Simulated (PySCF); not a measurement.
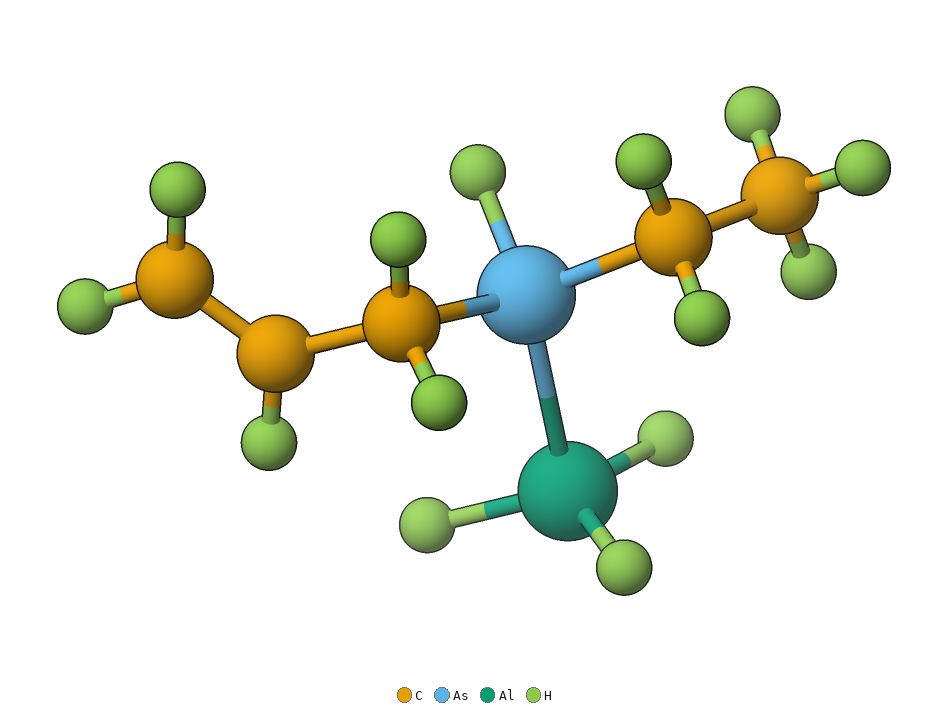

The geometry was computed by an optimisation with PBE0-D3(BJ)/def2-SVP. No frequency run is at hand to confirm it as a minimum.

Draw it as a skeletal formula.

SMILES: C=CC[As@H+]([AlH3-])CC

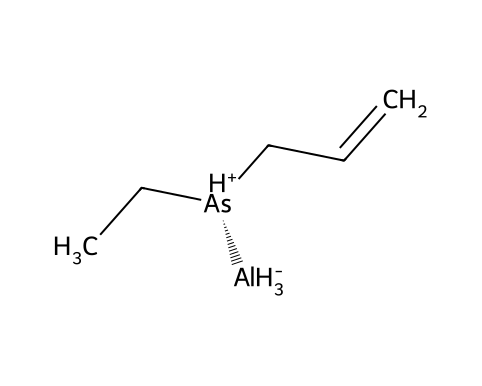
